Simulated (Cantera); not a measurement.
Input: 1 mol MgO, 1.5 mol CH4, 0.02 mol CO, equilibrated at 0.650 bar.

Cantera equilibrium calculation (NASA polynomials, part measured and part estimated; ideal gas, pure solids and liquids). Candidate condensed phases: C, C6H6, C7H8, C8H18, H2O, Mg, MgCO3, MgO, Mg(OH)2; 116 gas species. The tables' values for MgH are old estimates; treat these amounts as uncertain. Rates play no part.

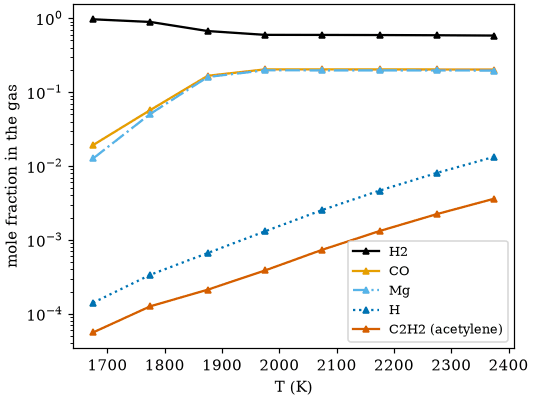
Figure: Equilibrium gas composition (values under 1e-9 drawn at 1e-9)

From 1675 K to 1875 K the condensed part is C(graphite) + MgO(s). From 1975 K to 2375 K the condensed part is C(graphite). The main Mg-bearing gas is Mg throughout.
